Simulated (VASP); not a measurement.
Band structure of ZrRh (space group Pm-3m). Level of theory: LDA (Ceperley-Alder, Perdew-Zunger), VASP's LDA PAW potentials (set 64) (plane waves; VASP 6.6.1).

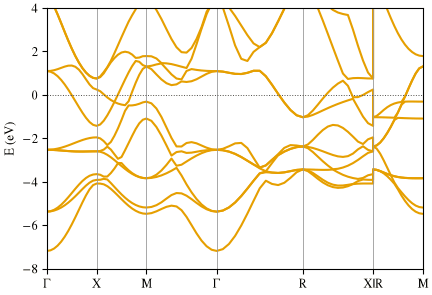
Figure: Bands along high-symmetry lines, zero at the valence-band maximum or, without a gap, the Fermi level

Q: Read the plot: is there a gap, and where are the band edges?

A: It has no gap at this level: it comes out as a metal or semimetal. (Edges off the drawn lines would not show.)

The structure comes from a measured ZrRh entry (Pm-3m) of the Crystallography Open Database, whose conditions weren't checked. It was relaxed first. The electron count is odd and the run is not spin-polarised, which forces a metal.
